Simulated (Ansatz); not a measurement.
# InH2O (SMILES [OH][InH]) at 4 levels

We compute a comparison of 4 runs (UPBE0/STO-3G, UMP2/STO-3G, UCCSDT/STO-3G, UCCSD/STO-3G) of InH2O. 

The results are computed with Ansatz 0.2.0.

46 further runs of the same task are left out: 8 that didn't finish, 38 set aside as unsound or not needed.

### 1 The system as given

InH2O: 4 atoms, total charge 0, spin state doublet. As SMILES, `[OH][InH]`. The In2–O1 distance was set to 4.007 Å, away from the relaxed value. At this shape a bond of the SMILES string is far longer than usual.

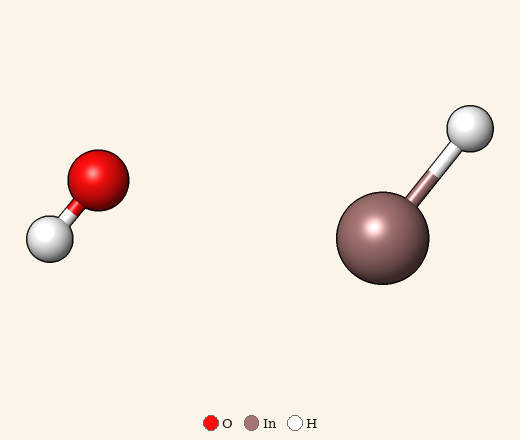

The structure, seen from a chosen angle (oxygen red, indium brown, hydrogen white).

### 2 The energy at UPBE0/STO-3G (run 1)

Input file molecule.yaml:

```yaml
crystal:
  periodic: [false, false, false]
  atoms:
    - {symbol: O, position_ang: [-1.160696, -2.787792, 0.678498]}
    - {symbol: In, position_ang: [0.563900, 0.746600, -0.088500]}
    - {symbol: H, position_ang: [-0.625496, -3.396592, 1.192598]}
    - {symbol: H, position_ang: [-0.446700, 1.843000, -1.036000]}
basis:
  gaussian:
    orbitals: STO-3G
magnetization:
  spin_polarized: true
  initial_magnetization: 1
hamiltonian:
  xc: {name: PBE0}
accuracy: high
```

Started as:

```console
$ ansatz run molecule.yaml --threads 1 --pin off --max-ram 2610MiB --events-out events.jsonl --progress --plain --runs-dir runs
```

Output:

```text
Warning: RAYON_NUM_THREADS=1 ignored (pool sized by the plan → 1); use --threads N
Functional definition: PBE0
  name "PBE0"
  parameter a = 0.25
  parameter kappa = 0.804
  parameter beta = 0.06672455060314922
  exchange = (1 - a)*pbe_x(kappa = kappa, mu = beta*pi^2/3) + a*exact_x
  correlation = pbe_c(beta = beta)
572 factors; integrals over basis functions are off by at most 3.2e-8 eV
mean field evaluation 1: about -156717.3498 eV, gradient 2.0e1 eV
mean field evaluation 2: about -156417.8910 eV, gradient 7.0e1 eV
mean field evaluation 4: about -156609.1900 eV, gradient 5.0e1 eV
mean field evaluation 8: about -156728.6825 eV, gradient 2.8e0 eV
mean field evaluation 16: about -156728.7369 eV, gradient 1.3e-3 eV
mean field evaluation 32: about -156728.7369 eV, gradient 4.0e-6 eV
mean field -156728.73688820 eV, -5759.6748460879 hartree, gradient 2.6e-8 eV, S^2 0.751306; 6 other end points of the search recorded, 0 dependent functions left out
reference -156728.73688983 eV, -5759.6748461480 hartree; 30, 29 occupied and 4, 5 virtual orbitals, 572 factors
Total energy: -156728.73688983 eV, -5759.6748461480 hartree
```

Wall time 8.1 s (1 thread of Arm Neoverse V2, shared host); peak memory 0.17 GiB.

### 3 A single-point energy at UMP2/STO-3G (run 2)

Input file run.yaml:

```yaml
crystal:
  periodic: [false, false, false]
  atoms:
    - {symbol: O, position_ang: [-1.160696, -2.787792, 0.678498]}
    - {symbol: In, position_ang: [0.563900, 0.746600, -0.088500]}
    - {symbol: H, position_ang: [-0.625496, -3.396592, 1.192598]}
    - {symbol: H, position_ang: [-0.446700, 1.843000, -1.036000]}
basis:
  gaussian: {orbitals: STO-3G}
magnetization: {spin_polarized: true, initial_magnetization: 1}
correlation: {method: mp2, frozen_orbitals: {H: 0, In: 18, O: 1}}
accuracy: high
```

Started as:

```console
$ ansatz run run.yaml --threads 1 --pin off --max-ram 2610MiB --events-out events.jsonl --progress --plain --runs-dir runs
```

Output (excerpt; [...] marks lines left out):

```text
Warning: RAYON_NUM_THREADS=1 ignored (pool sized by the plan → 1); use --threads N
Functional definition: HF
  name "HF"
[...]
572 factors; integrals over basis functions are off by at most 3.2e-8 eV
[...]
mean field -156676.09195350 eV, -5757.7401804217 hartree, gradient 2.5e-8 eV, S^2 0.843552; 10 other end points of the search recorded, 0 dependent functions left out
19 core orbitals not correlated: weight in the atoms' cores, before any rotation towards them, 1.000 or more for the frozen orbitals, at most 0.000 for the correlated occupied ones
reference -156676.09195350 eV, -5757.7401804217 hartree; 11, 10 occupied and 4, 5 virtual orbitals, 572 factors
second order -1.06651741 eV of doubles, -0.00000000 eV of singles
Total energy: -156677.15847091 eV, -5757.7793742137 hartree
```

Wall time 3.9 s (1 thread of Arm Neoverse V2, shared host); peak memory 0.1 GiB.

### 4 A single-point energy at UCCSDT/STO-3G (run 3)

Input file job.yaml:

```yaml
basis:
  gaussian: {orbitals: STO-3G}
crystal:
  periodic: [false, false, false]
  atoms:
    - {symbol: O, position_ang: [-1.160696, -2.787792, 0.678498]}
    - {symbol: In, position_ang: [0.563900, 0.746600, -0.088500]}
    - {symbol: H, position_ang: [-0.625496, -3.396592, 1.192598]}
    - {symbol: H, position_ang: [-0.446700, 1.843000, -1.036000]}
magnetization: {spin_polarized: true, initial_magnetization: 1}
correlation: {method: ccsdt, frozen_orbitals: {H: 0, In: 18, O: 1}}
accuracy: high
scf: {omitted_lower_state_checks: [cluster_reference, increment]}
```

Started as:

```console
$ ansatz run job.yaml --threads 1 --pin off --max-ram 2610MiB --events-out events.jsonl --progress --plain --runs-dir runs
```

Output:

```text
Warning: RAYON_NUM_THREADS=1 ignored (pool sized by the plan → 1); use --threads N
[... 18 lines left out ...]
19 core orbitals not correlated: weight in the atoms' cores, before any rotation towards them, 1.000 or more for the frozen orbitals, at most 0.000 for the correlated occupied ones
[... 131 lines left out ...]
Total energy: -156677.90273487 eV, -5757.8067254097 hartree
Checks for a lower state left out: cluster_reference, increment
```

It took 7.8 s on 1 thread of Arm Neoverse V2, shared host; peak memory 0.12 GiB.

### 5 A single-point energy at UCCSD/STO-3G (run 4)

Input file in.yaml:

```yaml
crystal:
  periodic: [false, false, false]
  atoms:
    - {symbol: O, position_ang: [-1.160696, -2.787792, 0.678498]}
    - {symbol: In, position_ang: [0.563900, 0.746600, -0.088500]}
    - {symbol: H, position_ang: [-0.625496, -3.396592, 1.192598]}
    - {symbol: H, position_ang: [-0.446700, 1.843000, -1.036000]}
basis:
  gaussian: {orbitals: STO-3G}
magnetization: {spin_polarized: true, initial_magnetization: 1}
correlation: {method: ccsd, frozen_orbitals: {H: 0, In: 18, O: 1}}
accuracy: high
scf: {omitted_lower_state_checks: [cluster_reference, increment]}
```

Started as:

```console
$ ansatz run in.yaml --threads 1 --pin off --max-ram 2610MiB --events-out events.jsonl --progress --plain --runs-dir runs
```

Output:

```text
Warning: RAYON_NUM_THREADS=1 ignored (pool sized by the plan → 1); use --threads N
[... 18 lines left out ...]
19 core orbitals not correlated: weight in the atoms' cores, before any rotation towards them, 1.000 or more for the frozen orbitals, at most 0.000 for the correlated occupied ones
[... 75 lines left out ...]
Total energy: -156677.90001867 eV, -5757.8066255910 hartree
Checks for a lower state left out: cluster_reference, increment
```

Wall time 4.5 s (1 thread of Arm Neoverse V2, shared host); peak memory 0.1 GiB.

### 6 Overview of the runs

```
run          level  frozen core orbitals   energy (Eh)   ⟨S²⟩  wall time
  1   UPBE0/STO-3G                     –  -5759.674846  0.751      8.1 s
  2    UMP2/STO-3G                    19  -5757.779374  0.844      3.9 s
  3  UCCSDT/STO-3G                    19  -5757.806725  0.844      7.8 s
  4   UCCSD/STO-3G                    19  -5757.806626  0.844      4.5 s
```

### 7 Results

```
                                           quantity           value
                                run 4: total energy  -5757.80663 Eh
run 4: correlation energy (19 core orbitals frozen)       -66.4 mEh
           run 4: ⟨S²⟩ of the reference determinant           0.844
                               run 4: T1 diagnostic           0.030
```

In words: In runs 1, 2, 3, 4 the basis is minimal, so the values are rough. In runs 1, 2, 3, 4 relativity is left out where basis or elements ask for it. All runs together took 24 s, the longest 8.1 s.
